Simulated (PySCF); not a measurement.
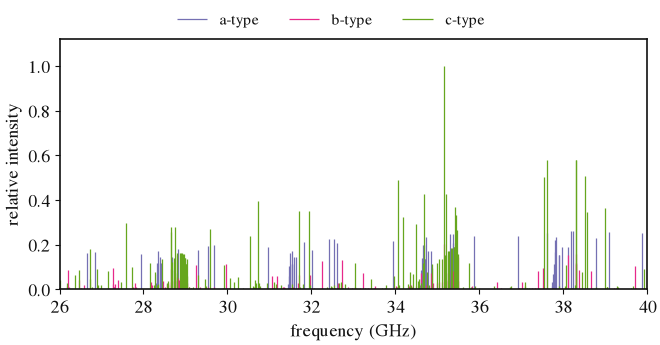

CH₇BFPSi, SMILES CB(F)P[SiH3]. Simulated rotational absorption lines between 26 and 40 GHz at 10 K: rigid rotor with the equilibrium constants and dipole of one optimised conformer (PBE0-D3(BJ)/def2-SVP, PySCF 2.14.0), commonest isotopes; no centrifugal distortion, hyperfine structure, internal rotation or nuclear-spin weights; lines within 1 MHz of each other are summed. Lines of different type are drawn apart.

What are the rotational constants, and what kind of rotor is it?

Answer. Rotational constants A, B, C = 4.799, 1.706, 1.432 GHz; Ray's κ = −0.84, an asymmetric top on the prolate side.

Which dipole components drive the lines?

Answer.
|μa|, |μb|, |μc| = 0.67, 0.56, 1.23 D; c-type lines carry 54 % of the intensity in this range.

Caveats: coarse grid, loose stop and no frequency check, small forces are noise and the end may be a saddle.
